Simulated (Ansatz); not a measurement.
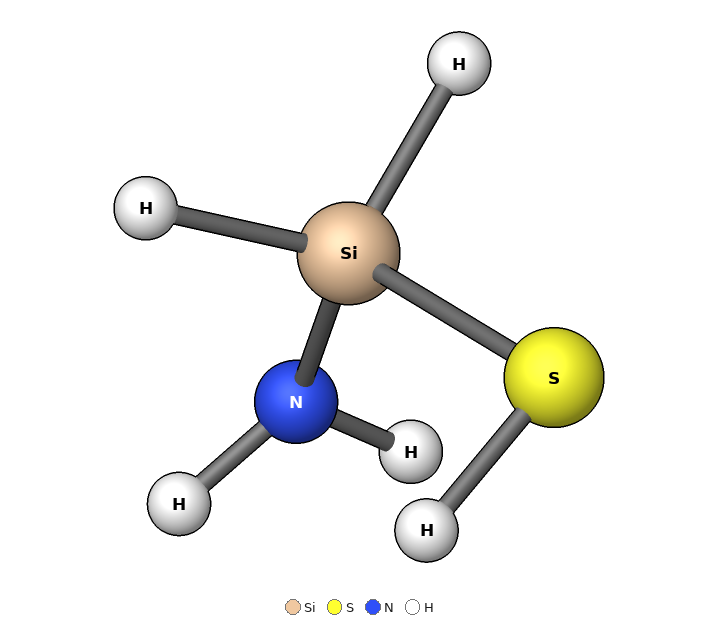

Harmonic vibrations computed with RKS PBE0-D4/def2-TZVP (Ansatz 0.2.0) at a stationary point of the same level.

Minimum or transition state?

A minimum: no imaginary frequency, and the lowest mode lies at 139 cm⁻¹.

How many vibrational modes are there, and where do they lie?

18 modes: 139, 239, 259, 404, 484, 499, 672, 801, 861, 900, 913, 929, 1583, 2238, 2249, 2709, 3603, 3698 cm⁻¹.
